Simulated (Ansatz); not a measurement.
**C2H7NSn: small, medium and large basis sets**

Aim: see how fast density functionals converge with the basis set for C2H7NSn.

The runs use Ansatz 0.2.0, Gaussian basis; one geometry, several basis sets.

Plan: PBE0-D4/def2-SVP; ωB97M-V/def2-SVP; PBE0-D4/def2-QZVPP; ωB97M-V/def2-QZVPP; the functionals' def2-TZVPP values are taken from earlier runs.

1 further run of the same task is left out (for a known fault of the program).

### Step 1. The geometry

The geometry comes from an earlier relaxation with PBE0-D4 in a triple-zeta def2 set; it is a stationary point, not always the lowest conformer. Sn takes the def2 core potential; no spin-orbit term is included.

SMILES `C[CH2][Sn][NH2]`, 11 atoms, charge 0, spin multiplicity 1.

Atoms are counted from 1 here; the program's logs count them from 0.

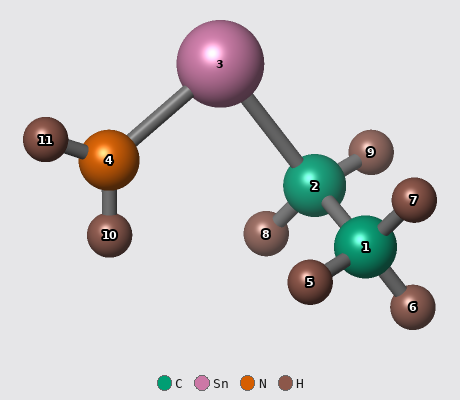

The geometry (carbon teal, tin pink, nitrogen orange, hydrogen brown); atoms are numbered from 1 in the order of the file.

### Step 2. PBE0-D4 in def2-SVP

Contents of in.yaml:

```yaml
crystal:
  periodic: [false, false, false]
  atoms:
    - {symbol: C, position_ang: [-0.949416, 1.034816, 0.391073]}
    - {symbol: C, position_ang: [-0.269621, -0.182384, 1.011083]}
    - {symbol: Sn, position_ang: [1.850796, -0.314654, 0.421223]}
    - {symbol: N, position_ang: [1.391089, -1.015798, -1.411329]}
    - {symbol: H, position_ang: [-0.918471, 1.002152, -0.701950]}
    - {symbol: H, position_ang: [-2.002316, 1.113520, 0.682408]}
    - {symbol: H, position_ang: [-0.468316, 1.970425, 0.695309]}
    - {symbol: H, position_ang: [-0.765144, -1.106583, 0.694831]}
    - {symbol: H, position_ang: [-0.333075, -0.142762, 2.102466]}
    - {symbol: H, position_ang: [0.455415, -1.206906, -1.738265]}
    - {symbol: H, position_ang: [2.074558, -1.208826, -2.126251]}
basis:
  gaussian: {orbitals: def2-SVP}
hamiltonian: {xc: pbe0, dispersion: d4}
output: {orbitals: {seedname: orbitals}}
```

Run with:

```console
$ ansatz run in.yaml --threads 4 --pin off --events-out ev --progress --plain --max-ram 10444MiB
```

The runs that follow: ωB97M-V in def2-SVP; PBE0-D4 in def2-QZVPP; ωB97M-V in def2-QZVPP.

Before running them: what should the planned runs give, taken together? Wanted: PBE0-D4: double and triple zeta above quadruple; ωB97M-V: double and triple zeta above quadruple.

**Answer**, as computed:

| quantity | value |
| --- | --- |
| PBE0-D4: double and triple zeta above quadruple | 4.81, 0.27 eV |
| ωB97M-V: double and triple zeta above quadruple | 5.05, 0.27 eV |

PBE0-D4 gains 4.53 eV from double to triple zeta, then 0.27 eV more. Total energies overstate the basis error of differences, where much of it tends to cancel.
